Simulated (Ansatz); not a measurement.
## MoH2O4: geometry relaxation (part 2 of 2)

Continued. System: MoH2O4 (MoO2(OH)2). Method: RKS PBE0-D4/def2-SVP (Ansatz 0.2.0). The geometry: GFN2-xTB start.

Trajectory as extended XYZ, continued:
```
7
Properties=species:S:1:pos:R:3:forces:R:3 step=10 energy=-10065.30034
Mo    0.2112    0.0533    0.1643    0.0477   0.0145   0.0376
O     0.1642    0.3655    1.8075    0.0021   0.0004   0.0011
O     1.8260    0.1363   -0.2662    0.0016  -0.0008   0.0016
O    -0.7802    1.3164   -0.7695   -0.0337   0.0546  -0.0338
H    -0.7216    2.2769   -0.8246    0.0070  -0.0522   0.0119
O    -0.4775   -1.6327   -0.2008   -0.0209  -0.0703  -0.0091
H    -0.2220   -2.5157    0.0893   -0.0037   0.0538  -0.0092
7
Properties=species:S:1:pos:R:3:forces:R:3 step=11 energy=-10065.30062
Mo    0.2129    0.0540    0.1658    0.0076  -0.0033   0.0050
O     0.1663    0.3662    1.8091   -0.0013   0.0002  -0.0027
O     1.8278    0.1360   -0.2645   -0.0034   0.0011  -0.0004
O    -0.7829    1.3128   -0.7713   -0.0054   0.0044  -0.0063
H    -0.7214    2.2724   -0.8237    0.0039   0.0023   0.0037
O    -0.4807   -1.6304   -0.2035   -0.0068  -0.0051  -0.0027
H    -0.2221   -2.5110    0.0881    0.0055   0.0004   0.0033
7
Properties=species:S:1:pos:R:3:forces:R:3 step=12 energy=-10065.30068
Mo    0.2106    0.0531    0.1640    0.0004   0.0069  -0.0002
O     0.1640    0.3660    1.8070    0.0001  -0.0014  -0.0010
O     1.8254    0.1358   -0.2663   -0.0008  -0.0017   0.0006
O    -0.7839    1.3142   -0.7726    0.0001  -0.0038  -0.0006
H    -0.7166    2.2738   -0.8199    0.0002   0.0019   0.0009
O    -0.4820   -1.6326   -0.2039   -0.0014   0.0007   0.0001
H    -0.2174   -2.5102    0.0916    0.0012  -0.0025   0.0002
7
Properties=species:S:1:pos:R:3:forces:R:3 step=13 energy=-10065.30068
Mo    0.2102    0.0535    0.1637    0.0009  -0.0131   0.0020
O     0.1638    0.3655    1.8068   -0.0001   0.0031   0.0003
O     1.8252    0.1348   -0.2663    0.0006   0.0030  -0.0006
O    -0.7842    1.3145   -0.7730    0.0009   0.0035  -0.0013
H    -0.7165    2.2741   -0.8194   -0.0014   0.0001  -0.0001
O    -0.4820   -1.6326   -0.2037   -0.0014   0.0026   0.0003
H    -0.2164   -2.5098    0.0920    0.0006   0.0010  -0.0007
7
Properties=species:S:1:pos:R:3:forces:R:3 step=14 energy=-10065.30068
Mo    0.2104    0.0532    0.1638   -0.0002  -0.0010  -0.0002
O     0.1639    0.3660    1.8069   -0.0001   0.0004   0.0004
O     1.8253    0.1352   -0.2663    0.0003   0.0001  -0.0001
O    -0.7840    1.3143   -0.7730    0.0009   0.0005  -0.0009
H    -0.7166    2.2739   -0.8194   -0.0007  -0.0002   0.0005
O    -0.4822   -1.6326   -0.2037   -0.0007   0.0000   0.0011
H    -0.2167   -2.5100    0.0916    0.0004   0.0002  -0.0008
7
Properties=species:S:1:pos:R:3:forces:R:3 step=15 energy=-10065.30069
Mo    0.2104    0.0532    0.1639   -0.0002   0.0013  -0.0004
O     0.1638    0.3664    1.8068    0.0000  -0.0001   0.0001
O     1.8253    0.1350   -0.2662    0.0000  -0.0004   0.0001
O    -0.7837    1.3143   -0.7732    0.0010  -0.0003  -0.0008
H    -0.7169    2.2739   -0.8192   -0.0006  -0.0001   0.0007
O    -0.4824   -1.6326   -0.2034   -0.0006  -0.0003   0.0013
H    -0.2165   -2.5101    0.0913    0.0004   0.0000  -0.0008
7
Properties=species:S:1:pos:R:3:forces:R:3 step=16 energy=-10065.30060 accepted=F
Mo    0.2125    0.0487    0.1674    0.0050   0.2145   0.0020
O     0.1625    0.4043    1.8027   -0.0010  -0.0508  -0.0547
O     1.8296    0.1110   -0.2600   -0.0347  -0.0537   0.0150
O    -0.7593    1.3090   -0.7963    0.0157   0.0618   0.0053
H    -0.7420    2.2743   -0.7925    0.0042  -0.1291   0.0188
O    -0.5067   -1.6307   -0.1750    0.0596  -0.1779   0.0617
H    -0.1966   -2.5166    0.0537   -0.0488   0.1351  -0.0481
7
Properties=species:S:1:pos:R:3:forces:R:3 step=17 energy=-10065.30082
Mo    0.2113    0.0512    0.1654    0.0010   0.0927  -0.0041
O     0.1631    0.3846    1.8048    0.0002  -0.0201  -0.0188
O     1.8273    0.1228   -0.2632   -0.0141  -0.0241   0.0070
O    -0.7719    1.3118   -0.7847    0.0074   0.0014   0.0002
H    -0.7291    2.2743   -0.8060    0.0011  -0.0307   0.0099
O    -0.4943   -1.6316   -0.1894    0.0136  -0.0478   0.0210
H    -0.2064   -2.5131    0.0731   -0.0092   0.0286  -0.0153
7
Properties=species:S:1:pos:R:3:forces:R:3 step=18 energy=-10065.28048 accepted=F
Mo    0.2141    0.0423    0.1715    0.0464   0.5335   0.1133
O     0.1580    0.4687    1.7940   -0.0137  -0.1605  -0.2635
O     1.8354    0.0648   -0.2500   -0.1357  -0.1273   0.0366
O    -0.7179    1.3014   -0.8394   -0.0061   0.7468   0.1247
H    -0.7834    2.2758   -0.7420    0.0682  -0.9185  -0.0497
O    -0.5502   -1.6279   -0.1247    0.4997  -1.0884   0.2014
H    -0.1561   -2.5250   -0.0094   -0.4588   1.0145  -0.1628
7
Properties=species:S:1:pos:R:3:forces:R:3 step=19 energy=-10065.30292
Mo    0.2098    0.0520    0.1640    0.0155   0.0524   0.0317
O     0.1580    0.4214    1.7961   -0.0081  -0.0146  -0.0602
O     1.8297    0.0812   -0.2561   -0.0380  -0.0193   0.0031
O    -0.7452    1.3112   -0.8188    0.0290   0.1152   0.0139
H    -0.7581    2.2759   -0.7670   -0.0089  -0.1518   0.0038
O    -0.5200   -1.6298   -0.1548    0.0699  -0.1379   0.0592
H    -0.1742   -2.5118    0.0366   -0.0593   0.1560  -0.0515
7
Properties=species:S:1:pos:R:3:forces:R:3 step=20 energy=-10065.30357
Mo    0.2129    0.0515    0.1669    0.0387   0.1104   0.0596
O     0.1566    0.4617    1.7900   -0.0211  -0.0347  -0.1022
O     1.8351    0.0453   -0.2469   -0.0655  -0.0363  -0.0005
O    -0.7151    1.3066   -0.8487    0.0096   0.4084   0.0639
H    -0.7926    2.2689   -0.7336    0.0195  -0.4570  -0.0370
O    -0.5440   -1.6251   -0.1196    0.2118  -0.4240   0.0981
H    -0.1528   -2.5088   -0.0081   -0.1930   0.4333  -0.0818
7
Properties=species:S:1:pos:R:3:forces:R:3 step=21 energy=-10065.31439
Mo    0.2242    0.0556    0.1755    0.0737   0.0548   0.0528
O     0.1568    0.4966    1.7890   -0.0001  -0.0052  -0.0332
O     1.8459    0.0094   -0.2373   -0.0303  -0.0163   0.0113
O    -0.6781    1.3008   -0.8685   -0.0216   0.1986  -0.0308
H    -0.8413    2.2407   -0.7141    0.0039  -0.1600  -0.0056
O    -0.5549   -1.6122   -0.0802    0.0364  -0.2195   0.0382
H    -0.1528   -2.4910   -0.0644   -0.0621   0.1477  -0.0328
7
Properties=species:S:1:pos:R:3:forces:R:3 step=22 energy=-10065.31962
Mo    0.2349    0.0592    0.1841   -0.1874  -0.0583  -0.1575
O     0.1763    0.5380    1.7813   -0.1238   0.0532   0.2244
O     1.8550   -0.0258   -0.2067    0.1852  -0.0317  -0.1627
O    -0.6344    1.3129   -0.8929    0.1034  -0.1620   0.0146
H    -0.9068    2.2159   -0.7011   -0.0153   0.0199   0.0505
O    -0.5635   -1.6162   -0.0273   -0.0067   0.1826   0.0537
H    -0.1615   -2.4840   -0.1373    0.0446  -0.0036  -0.0229
7
Properties=species:S:1:pos:R:3:forces:R:3 step=23 energy=-10065.32865
Mo    0.2418    0.0608    0.1878   -0.0336  -0.0079  -0.0262
O     0.1572    0.5610    1.7816    0.0080   0.0024   0.0159
O     1.8603   -0.0519   -0.2188    0.0165   0.0029   0.0036
O    -0.5926    1.3203   -0.9057    0.0087  -0.0338  -0.0079
H    -0.9416    2.1918   -0.6821    0.0176  -0.0976   0.0256
O    -0.5633   -1.6124    0.0124   -0.0160   0.0342   0.0021
H    -0.1618   -2.4696   -0.1751   -0.0012   0.0997  -0.0132
7
Properties=species:S:1:pos:R:3:forces:R:3 step=24 energy=-10065.32919
Mo    0.2417    0.0608    0.1874   -0.0351  -0.0094  -0.0272
O     0.1565    0.5623    1.7808    0.0088   0.0029   0.0185
O     1.8602   -0.0535   -0.2188    0.0183   0.0031   0.0039
O    -0.5921    1.3199   -0.9070    0.0166  -0.0478  -0.0108
H    -0.9416    2.1898   -0.6793    0.0077  -0.0760   0.0264
O    -0.5647   -1.6119    0.0124   -0.0169   0.0425   0.0056
H    -0.1600   -2.4673   -0.1755    0.0007   0.0847  -0.0163
7
Properties=species:S:1:pos:R:3:forces:R:3 step=25 energy=-10065.24102 accepted=F
Mo    0.2838    0.0716    0.2160    0.1436   0.0196   0.0918
O     0.1695    0.6540    1.7846    0.0235  -0.0880  -0.1719
O     1.8995   -0.1336   -0.1849   -0.1958   0.0512   0.0534
O    -0.4894    1.3002   -0.9608   -1.2456   1.5918   0.7694
H    -1.0786    2.0552   -0.6262    1.2616  -1.6162  -0.7516
O    -0.5990   -1.5712    0.1051    0.7993  -1.4369  -0.8030
H    -0.1858   -2.3762   -0.3339   -0.7866   1.4786   0.8118
7
Properties=species:S:1:pos:R:3:forces:R:3 step=26 energy=-10065.33492
Mo    0.2504    0.0630    0.1942    0.0132   0.0031   0.0103
O     0.1606    0.5807    1.7824   -0.0033   0.0026   0.0028
O     1.8682   -0.0693   -0.2107    0.0021  -0.0031  -0.0033
O    -0.5678    1.3159   -0.9188    0.0209  -0.0575  -0.0168
H    -0.9722    2.1543   -0.6687   -0.0154  -0.0198   0.0213
O    -0.5720   -1.6034    0.0367   -0.0277   0.0545   0.0097
H    -0.1673   -2.4412   -0.2151    0.0102   0.0203  -0.0241
7
Properties=species:S:1:pos:R:3:forces:R:3 step=27 energy=-10065.34011
Mo    0.2693    0.0677    0.2090   -0.0389  -0.0105  -0.0299
O     0.1695    0.6018    1.7910    0.0096   0.0141   0.0296
O     1.8843   -0.0845   -0.1994    0.0339  -0.0032   0.0040
O    -0.5392    1.3042   -0.9279    0.0342  -0.0279  -0.0198
H    -1.0156    2.0995   -0.6656   -0.0331   0.0217   0.0152
O    -0.5783   -1.5861    0.0627   -0.0218   0.0363   0.0321
H    -0.1899   -2.4026   -0.2698    0.0160  -0.0307  -0.0313
7
Properties=species:S:1:pos:R:3:forces:R:3 step=28 energy=-10065.30806 accepted=F
Mo    0.3016    0.0757    0.2343    0.1441   0.0421   0.1168
O     0.1919    0.6457    1.8052   -0.0149  -0.0385  -0.0587
O     1.9152   -0.1154   -0.1711   -0.0649   0.0165  -0.0083
O    -0.4675    1.3012   -0.9421   -0.8368   0.8561   0.2979
H    -1.1176    1.9961   -0.6695    0.8101  -0.8391  -0.3363
O    -0.5780   -1.5653    0.1329    0.3700  -0.9849  -0.6759
H    -0.2456   -2.3380   -0.3897   -0.4077   0.9478   0.6645
7
Properties=species:S:1:pos:R:3:forces:R:3 step=29 energy=-10065.34114
Mo    0.2787    0.0701    0.2161   -0.1131  -0.0269  -0.0868
O     0.1775    0.6107    1.7958   -0.0016   0.0066   0.0164
O     1.8932   -0.0895   -0.1909    0.0186  -0.0032  -0.0046
O    -0.5221    1.3071   -0.9324    0.0905  -0.1235   0.0392
H    -1.0424    2.0738   -0.6692   -0.0396   0.0416   0.0254
O    -0.5786   -1.5842    0.0795    0.0186   0.1476   0.0434
H    -0.2064   -2.3879   -0.2990    0.0268  -0.0422  -0.0330
7
Properties=species:S:1:pos:R:3:forces:R:3 step=30 energy=-10065.34217
Mo    0.2863    0.0720    0.2218   -0.0005   0.0006   0.0001
O     0.1784    0.6169    1.8003    0.0178   0.0021  -0.0040
O     1.8998   -0.0939   -0.1894    0.0005   0.0021   0.0180
O    -0.5041    1.3052   -0.9316   -0.0076  -0.0016  -0.0112
H    -1.0635    2.0466   -0.6721   -0.0009  -0.0041   0.0048
O    -0.5749   -1.5767    0.0952   -0.0127  -0.0027  -0.0040
H    -0.2219   -2.3701   -0.3242    0.0036   0.0034  -0.0038
```

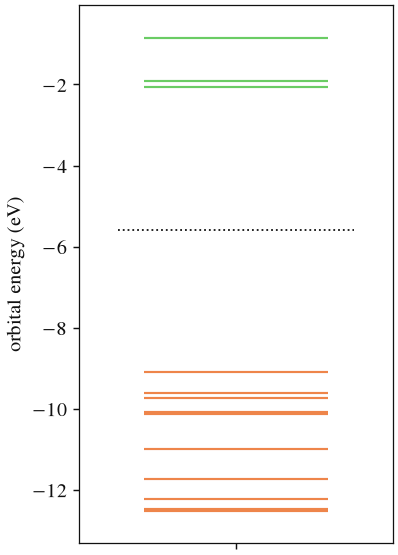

Fig. 1: Orbital energies near the frontier; the dotted line parts filled from empty levels, and levels within 0.02 eV of each other stand side by side. Highest filled −9.11 eV, lowest empty −2.07 eV, 7.04 eV apart.

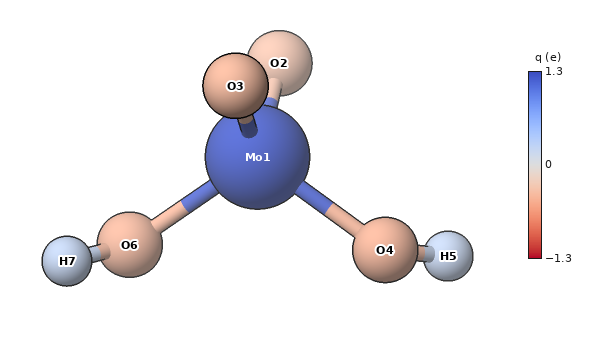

Fig. 2: Mulliken charges, as the colour of each atom (ball-and-stick view, seen on its broad side; atoms are numbered from 1 in the order of the input; Mulliken charges depend strongly on the basis). By element: Mo +1.19, O −0.46 to −0.38 and H +0.24 e.

This output came from the following input.

The input:
```yaml
crystal:
  periodic: [false, false, false]
  atoms:
    - {symbol: Mo, position_ang: [0.309700, 0.078740, 0.241080]}
    - {symbol: O, position_ang: [0.203480, 0.376880, 1.853410]}
    - {symbol: O, position_ang: [1.879720, 0.146510, -0.239220]}
    - {symbol: O, position_ang: [-0.604250, 1.308850, -0.626050]}
    - {symbol: H, position_ang: [-0.977960, 2.106710, -1.013390]}
    - {symbol: O, position_ang: [-0.311210, -1.538040, -0.080140]}
    - {symbol: H, position_ang: [-0.499470, -2.479640, -0.135700]}
basis:
  gaussian: {orbitals: def2-SVP}
hamiltonian: {xc: pbe0, dispersion: d4}
scf: {omitted_lower_state_checks: [starts]}
output: {orbitals: {seedname: orbitals}}
relax: {f_tol: 0.02, max_steps: 100}
```

Launch command:
```bash
ansatz run in.yaml --threads 4 --pin off --events-out ev --progress --plain --max-ram 3916MiB
```

Results in brief:

- outcome: converged
- total energy: −10065.3422 eV
- mean-field energy: −10065.2043 eV
- dispersion energy: −0.1379 eV
- SCF solution under orbital rotations: stable
- HOMO: −9.11 eV
- LUMO: −2.07 eV
- largest force (length of the vector) at the end: 0.018 eV/Å
- dipole moment: 2.61 D
- hardware: 4 threads of Arm Neoverse V2, 23 GiB of memory available, shared host
- wall time: 46 s (CPU time 2.8 min)
- peak memory: 0.21 GiB
